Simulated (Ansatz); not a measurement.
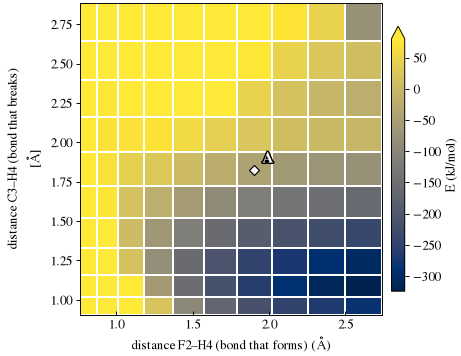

The reacting system CH3AlClF. First axis: distance F2–H4 (bond that forms). Second axis: distance C3–H4 (bond that breaks). Relaxed at each point: all other coordinates. The scan uses a 10 × 10 grid. Points are written as (first, second). Energies are in kJ/mol, from a guessed transition structure relaxed with its forming and breaking bonds held. Energies and slopes of some neighbouring points disagree (a jump in structure or state, or too coarse a mesh). The reference is spin-restricted, so regions where a bond is pulled apart into radicals lie too high. These are results of Ansatz, RKS B3LYP-D4/def2-SVP, not measurements.

The picture shows one coloured cell a grid point, one colour for all values above the top of the scale, the point A.

> Is A at rest? If not, where is it pushed?

A, at (1.903 Å, 1.826 Å), is not a stationary point. The computed force is 86 kJ/mol for each Å towards larger values of the first coordinate and 320 kJ/mol for each Å towards smaller values of the second coordinate.
